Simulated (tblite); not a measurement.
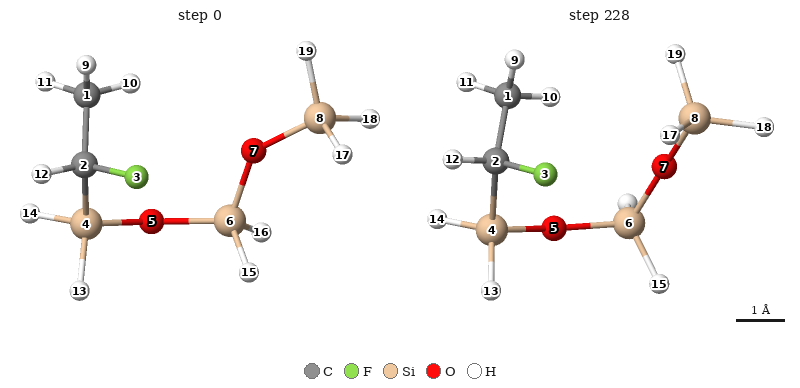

The structure of C2H11FO2Si3 before (left) and after (right) a relaxation, at one scale.

A ball-and-stick model, seen at a tilt.

Method: GFN2-xTB geometry optimisation, gas phase (tblite 0.8.0). 

What changed between the two?

After 228 geometry steps the energy has fallen by 39.8 kJ/mol. The atom that moves furthest after the best rigid fit is H17 (1.63 Å). Largest moves by element: H 1.63 Å, Si 0.61 Å, C 0.45 Å, O 0.45 Å, F 0.26 Å. Among the contacts that change: C2–Si4 1.867 → 1.923 Å, Si4–H13 1.505 → 1.460 Å, Si4–O5 1.653 → 1.611 Å, O7–Si8 1.657 → 1.626 Å. Bond angles that change, for instance: Si6–O7–Si8 138.3° → 166.9°, Si4–O5–Si6 138.5° → 158.6°, H15–Si6–H16 108.5° → 118.4°. Groups turn about O5–Si6 by about 30°.
